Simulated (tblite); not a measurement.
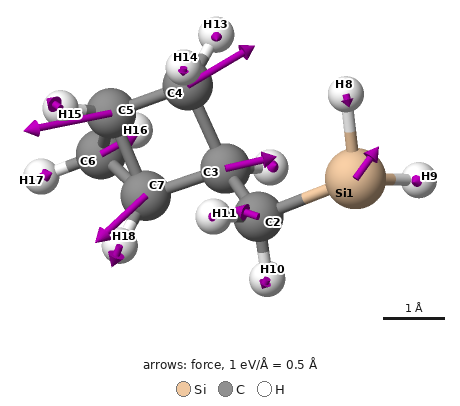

Starting geometry of C$_{6}$H$_{11}$Si (multiplicity 2) with the computed forces as purple arrows. A ball-and-stick model, seen at a tilt.

Computed with GFN2-xTB geometry optimisation, gas phase (tblite). 

> Is this structure relaxed? If not, where do the atoms go?

It isn't relaxed: the largest force vector, on a C atom, is 3.19 eV/Å. The final displacements follow the starting forces only in part (cosine between the two patterns 0.36). The largest move after the best rigid fit is that of an H atom, 0.34 Å. By element the largest moves are H 0.34 Å, C 0.21 Å, Si 0.18 Å. Some distances before and after: C–C 1.473 → 1.523 Å, C–C 1.491 → 1.530 Å, C–Si 1.864 → 1.898 Å, H–Si 1.489 → 1.458 Å. Bond angles that change, for instance: C–C–C 125.7° → 109.2°, C–C–C 123.8° → 109.7°, C–C–H 117.5° → 130.1°. The energy falls by 0.812 eV in 48 geometry steps. Cost: 0.32 s on 1 thread of Arm Neoverse V1 (shared host).
